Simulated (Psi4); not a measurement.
# SnNH4F (SMILES [NH2][SnH2][F]): TPSSh/def2-SVP (core potential)

What is the vertical ionisation energy of SnNH4F at TPSSh/def2-SVP (core potential)? 

Program for the calculation: Psi4 1.11.

### Step 1. The system as given

SnNH4F: 7 atoms, total charge 0, spin state singlet. As SMILES, `[NH2][SnH2][F]`. Geometry: relaxed at PBE0-D4/def2-TZVP. This is one conformer, not always the lowest.

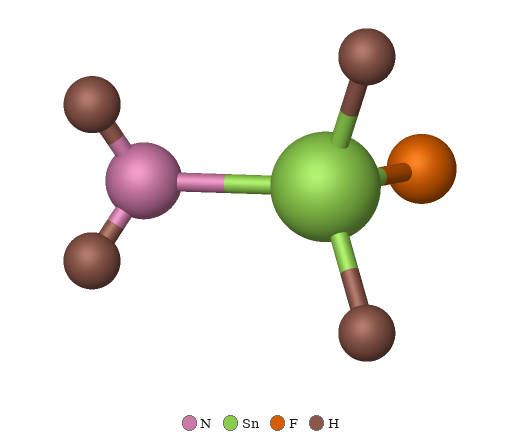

Viewed from a chosen angle; nitrogen pink, tin green, fluorine orange, hydrogen brown.

### Step 2. Energy and forces at TPSSh/def2-SVP (core potential)

input.json reads:

```json
{
  "schema_name": "qcschema_input",
  "schema_version": 1,
  "molecule": {
    "schema_name": "qcschema_molecule",
    "schema_version": 2,
    "symbols": ["N", "Sn", "F", "H", "H", "H", "H"],
    "geometry": [-1.55826816, 0.16686282, -1.78201174, 0.94051669, -0.12302117, 1.02593231, 0.44200694, -3.45347449, 2.40448752, -2.99370413, 1.40104295, -1.56771679, -0.88722642, 0.23716063, -3.56345655, 0.21372802, 1.83511304, 3.46537977, 3.95878726, -0.19237412, -0.06916398],
    "molecular_charge": 0,
    "molecular_multiplicity": 1,
    "fix_symmetry": "c1",
    "fix_com": true,
    "fix_orientation": true
  },
  "driver": "gradient",
  "model": {
    "method": "tpssh",
    "basis": "def2-SVP"
  },
  "keywords": {
    "puream": true,
    "e_convergence": 1e-09,
    "d_convergence": 1e-08,
    "scf_type": "pk",
    "dft_radial_points": 99,
    "dft_spherical_points": 590,
    "scf_properties": ["LOWDIN_CHARGES", "MULLIKEN_CHARGES", "WIBERG_LOWDIN_INDICES"]
  }
}
```

Started as:

```bash
$ psi4 --qcschema input.json -n 1 --memory 2200MB
```

stdout:

```text
[...]
    !!!  WARNING: ECP capability is in beta. Please check occupations closely.  !!!
[...]
  Running in c1 symmetry.
[...]
  Nuclear repulsion =  145.283382864976971
[...]
  Multiplicity = 1
[...]
  Nalpha       = 21
  Nbeta        = 21
[...]
    Number of basis functions: 74
[...]
   @RKS iter   1:  -370.75513045622205   -1.31779e+00   1.22708e-02 DIIS/ADIIS
[...]
   @RKS iter  11:  -371.10501658516216   -7.61702e-12   7.62908e-09 DIIS
[...]
    Orbital Energies [Eh]
    ---------------------
    Doubly Occupied:
       1A    -24.532931     2A    -14.250495     3A     -5.042608
       4A     -3.397819     5A     -3.396269     6A     -3.395517
       7A     -1.073302     8A     -1.009090     9A     -1.004435
      10A     -1.001545    11A     -1.000931    12A     -0.977307
      13A     -0.802065    14A     -0.504070    15A     -0.467438
      16A     -0.370505    17A     -0.356380    18A     -0.353749
      19A     -0.314927    20A     -0.305009    21A     -0.243205
[...]
  @RKS Final Energy:  -371.10501658516216
   => Energetics <=
    Nuclear Repulsion Energy =            145.2833828649769714
    One-Electron Energy =                -882.3938746362314305
    Two-Electron Energy =                 399.3947232582465290
    DFT Exchange-Correlation Energy =     -33.3892480721541887
    Empirical Dispersion Energy =           0.0000000000000000
    VV10 Nonlocal Energy =                  0.0000000000000000
    Total Energy =                       -371.1050165851621614
[...]
 Multipole Moments:
 ------------------------------------------------------------------------------------
     Multipole            Electronic (a.u.)      Nuclear  (a.u.)        Total (a.u.)
 ------------------------------------------------------------------------------------
 L = 1.  Multiply by 2.5417464519 to convert [e a0] to [Debye]
 Dipole X            :        -13.9379355           14.0531373            0.1152017
 Dipole Y            :         30.6391791          -29.3387539            1.3004251
 Dipole Z            :        -30.6280196           30.0018588           -0.6261609
 Magnitude           :                                                    1.4479138
[...]
  Mulliken Charges: (a.u.)
   Center  Symbol    Alpha    Beta     Spin     Total
       1     N     3.72126  3.72126  0.00000 -0.44251
       2    SN    10.58902 10.58902  0.00000  0.82196
       3     F     4.71564  4.71564  0.00000 -0.43128
       4     H     0.43176  0.43176  0.00000  0.13648
       5     H     0.43177  0.43177  0.00000  0.13646
       6     H     0.55525  0.55525  0.00000 -0.11049
       7     H     0.55531  0.55531  0.00000 -0.11062
   Total alpha = 21.00000, Total beta = 21.00000, Total charge =  0.00000
  Lowdin Charges: (a.u.)
[...]
  -Total Gradient:
     Atom            X                  Y                   Z
    ------   -----------------  -----------------  -----------------
       1        0.002741732215     0.004072783960     0.000377078316
       2       -0.006000413660    -0.007466113305    -0.002065272771
       3        0.001613962642     0.012255394198    -0.005317866537
       4        0.007057312935    -0.005581261754    -0.000781022641
       5       -0.002866897947    -0.000143112592     0.008670071310
       6        0.000342040084    -0.002421962309    -0.002041260509
       7       -0.002945731300    -0.000644114487     0.001052366805
[...]
```

The result, in JSON:

```text
{
 "driver": "gradient",
 "model": {
  "method": "tpssh",
  "basis": "def2-SVP"
 },
 "success": true,
 "return_result": [0.0027417322145199636, 0.004072783960065163, 0.00037707831560364335, -0.00600041365992092, -0.007466113305098346, -0.0020652727713940163, 0.001613962642035914, 0.012255394198254083, -0.005317866537194606, 0.007057312934772991, -0.00558126175369586, -0.0007810226409784918, -0.0028668979466350414, -0.00014311259219165935, 0.008670071309957839, 0.00034204008398254493, -0.002421962308513201, -0.002041260508606549, -0.0029457312995494894, -0.0006441144873206607, 0.001052366805138899],
 "properties": {
  "calcinfo_nbasis": 74,
  "calcinfo_nmo": 74,
  "calcinfo_nalpha": 21,
  "calcinfo_nbeta": 21,
  "calcinfo_natom": 7,
  "nuclear_repulsion_energy": 145.28338286497697,
  "return_energy": -371.10501658516216,
  "return_gradient": [0.0027417322145199636, 0.004072783960065163, 0.00037707831560364335, -0.00600041365992092, -0.007466113305098346, -0.0020652727713940163, 0.001613962642035914, 0.012255394198254083, -0.005317866537194606, 0.007057312934772991, -0.00558126175369586, -0.0007810226409784918, -0.0028668979466350414, -0.00014311259219165935, 0.008670071309957839, 0.00034204008398254493, -0.002421962308513201, -0.002041260508606549, -0.0029457312995494894, -0.0006441144873206607, 0.001052366805138899],
  "scf_one_electron_energy": -882.3938746362314,
  "scf_two_electron_energy": 399.39472325824653,
  "scf_xc_energy": -33.38924807215419,
  "scf_dipole_moment": [0.11520171652840006, 1.3004251490813132, -0.626160877038302],
  "scf_total_energy": -371.10501658516216,
  "scf_total_gradient": [0.0027417322145199636, 0.004072783960065163, 0.00037707831560364335, -0.00600041365992092, -0.007466113305098346, -0.0020652727713940163, 0.001613962642035914, 0.012255394198254083, -0.005317866537194606, 0.007057312934772991, -0.00558126175369586, -0.0007810226409784918, -0.0028668979466350414, -0.00014311259219165935, 0.008670071309957839, 0.00034204008398254493, -0.002421962308513201, -0.002041260508606549, -0.0029457312995494894, -0.0006441144873206607, 0.001052366805138899],
  "scf_iterations": 11
 }
}
```

It took 22 s on 1 thread of AMD EPYC 9B45 (Zen 5), shared host; peak memory 1.1 GiB.

### Step 3. The doublet cation

input.json: that of step 2 with these lines changed.

```diff
@@ -8,4 +8,4 @@
     "geometry": [-1.55826816, 0.16686282, -1.78201174, 0.94051669, -0.12302117, 1.02593231, 0.44200694, -3.45347449, 2.40448752, -2.99370413, 1.40104295, -1.56771679, -0.88722642, 0.23716063, -3.56345655, 0.21372802, 1.83511304, 3.46537977, 3.95878726, -0.19237412, -0.06916398],
-    "molecular_charge": 0,
-    "molecular_multiplicity": 1,
+    "molecular_charge": 1,
+    "molecular_multiplicity": 2,
     "fix_symmetry": "c1",
@@ -20,2 +20,3 @@
   "keywords": {
+    "reference": "uks",
     "puream": true,
@@ -26,3 +27,3 @@
     "dft_spherical_points": 590,
-    "scf_properties": ["LOWDIN_CHARGES", "MULLIKEN_CHARGES", "WIBERG_LOWDIN_INDICES"]
+    "maxiter": 100
   }
```

Started as:

```bash
$ psi4 --qcschema input.json -n 1 --memory 2200MB
```

stdout:

```text
[...]
    !!!  WARNING: ECP capability is in beta. Please check occupations closely.  !!!
[...]
  Running in c1 symmetry.
[...]
  Nuclear repulsion =  145.283382864976971
[...]
  Multiplicity = 2
[...]
  Nalpha       = 21
  Nbeta        = 20
[...]
    Number of basis functions: 74
[...]
   @UKS iter   1:  -370.33340887380490   -8.96070e-01   1.19045e-02 ADIIS/DIIS
[...]
   @UKS iter  18:  -370.74838562322725   -8.52651e-12   8.67314e-09 DIIS
[...]
   @S^2 Observed:                7.549577532E-01
[...]
    Orbital Energies [Eh]
    ---------------------
    Alpha Occupied:
       1A    -24.747469     2A    -14.625391     3A     -5.277358
       4A     -3.635518     5A     -3.631078     6A     -3.626834
       7A     -1.292641     8A     -1.254861     9A     -1.238172
      10A     -1.236649    11A     -1.232925    12A     -1.203352
      13A     -1.151372    14A     -0.794869    15A     -0.765958
      16A     -0.657492    17A     -0.631780    18A     -0.561832
      19A     -0.559780    20A     -0.528078    21A     -0.510495
    Alpha Virtual:
      22A     -0.244412    23A     -0.214647    24A     -0.183942
      25A     -0.136279    26A     -0.127348    27A     -0.115138
[...]
  @UKS Final Energy:  -370.74838562322725
   => Energetics <=
    Nuclear Repulsion Energy =            145.2833828649769714
    One-Electron Energy =                -871.9122411394254186
    Two-Electron Energy =                 388.9817356107606088
    DFT Exchange-Correlation Energy =     -33.1012629595394117
    Empirical Dispersion Energy =           0.0000000000000000
    VV10 Nonlocal Energy =                  0.0000000000000000
    Total Energy =                       -370.7483856232272501
[...]
 Multipole Moments:
 ------------------------------------------------------------------------------------
     Multipole            Electronic (a.u.)      Nuclear  (a.u.)        Total (a.u.)
 ------------------------------------------------------------------------------------
 L = 1.  Multiply by 2.5417464519 to convert [e a0] to [Debye]
 Dipole X            :        -14.4334878           14.0531373           -0.3803506
 Dipole Y            :         30.6328455          -29.3387539            1.2940916
 Dipole Z            :        -31.1913451           30.0018588           -1.1894863
 Magnitude           :                                                    1.7983929
[...]
  -Total Gradient:
     Atom            X                  Y                   Z
    ------   -----------------  -----------------  -----------------
       1        0.015720549725    -0.010888379205     0.022962835440
       2       -0.055062027211     0.015160809739    -0.067377217964
       3        0.003901858936     0.001802086837     0.003147897960
       4        0.025419225982    -0.007874244038     0.001110513981
       5       -0.000653950589     0.006582111705     0.025928352886
       6        0.007241121013    -0.003386798668     0.005195836621
       7        0.003372705261    -0.001319673691     0.008920481805
[...]
```

The result, in JSON:

```text
{
 "driver": "gradient",
 "model": {
  "method": "tpssh",
  "basis": "def2-SVP"
 },
 "success": true,
 "return_result": [0.01572054972468649, -0.010888379204903459, 0.02296283543972044, -0.055062027211097375, 0.015160809738615805, -0.06737721796377143, 0.003901858936123319, 0.0018020868370494103, 0.0031478979597396248, 0.02541922598213195, -0.007874244038354378, 0.0011105139813157583, -0.0006539505889254227, 0.006582111704983995, 0.025928352886441852, 0.007241121013187024, -0.003386798668494298, 0.005195836620755706, 0.0033727052611468855, -0.0013196736910255115, 0.008920481805376253],
 "properties": {
  "calcinfo_nbasis": 74,
  "calcinfo_nmo": 74,
  "calcinfo_nalpha": 21,
  "calcinfo_nbeta": 20,
  "calcinfo_natom": 7,
  "nuclear_repulsion_energy": 145.28338286497697,
  "return_energy": -370.74838562322725,
  "return_gradient": [0.01572054972468649, -0.010888379204903459, 0.02296283543972044, -0.055062027211097375, 0.015160809738615805, -0.06737721796377143, 0.003901858936123319, 0.0018020868370494103, 0.0031478979597396248, 0.02541922598213195, -0.007874244038354378, 0.0011105139813157583, -0.0006539505889254227, 0.006582111704983995, 0.025928352886441852, 0.007241121013187024, -0.003386798668494298, 0.005195836620755706, 0.0033727052611468855, -0.0013196736910255115, 0.008920481805376253],
  "scf_one_electron_energy": -871.9122411394254,
  "scf_two_electron_energy": 388.9817356107606,
  "scf_xc_energy": -33.10126295953941,
  "scf_dipole_moment": [-0.38035055005351737, 1.294091556684485, -1.1894862969750015],
  "scf_total_energy": -370.74838562322725,
  "scf_total_gradient": [0.01572054972468649, -0.010888379204903459, 0.02296283543972044, -0.055062027211097375, 0.015160809738615805, -0.06737721796377143, 0.003901858936123319, 0.0018020868370494103, 0.0031478979597396248, 0.02541922598213195, -0.007874244038354378, 0.0011105139813157583, -0.0006539505889254227, 0.006582111704983995, 0.025928352886441852, 0.007241121013187024, -0.003386798668494298, 0.005195836620755706, 0.0033727052611468855, -0.0013196736910255115, 0.008920481805376253],
  "scf_iterations": 18
 }
}
```

Wall time 52 s (1 thread of AMD EPYC 9B45 (Zen 5), shared host); peak memory 1.1 GiB.

### Step 4. What came out

At TPSSh/def2-SVP (core potential):

| quantity | value |
| --- | --- |
| singlet SnNH4F: total energy | -371.10502 Eh |
| singlet SnNH4F: dipole moment | 3.68 D |
| singlet SnNH4F: HOMO energy | -6.62 eV |
| singlet SnNH4F: LUMO energy | -0.19 eV |
| singlet SnNH4F: HOMO–LUMO gap | 6.43 eV |
| singlet SnNH4F: largest force on an atom | 0.692 eV/Å |
| doublet cation: total energy | -370.74839 Eh |
| doublet cation: HOMO energy (highest over α and β) | -13.80 eV |
| doublet cation: LUMO energy (lowest over α and β) | -12.66 eV |
| doublet cation: ⟨S²⟩ | 0.755 |
| doublet cation: largest force on an atom | 4.542 eV/Å |
| vertical ionisation energy (to the doublet cation) | 9.704 eV |

**Reading.** Removing an electron at fixed nuclei costs 9.70 eV (936 kJ/mol). The largest force (singlet SnNH4F) is 0.69 eV/Å: the shape isn't a stationary point for this species at this level. The negative HOMO energy of the first species, 6.62 eV, lies 3.09 eV below that difference. Mulliken charges (singlet SnNH4F) run from -0.44 on N1 to +0.82 on Sn2; they depend strongly on the basis.
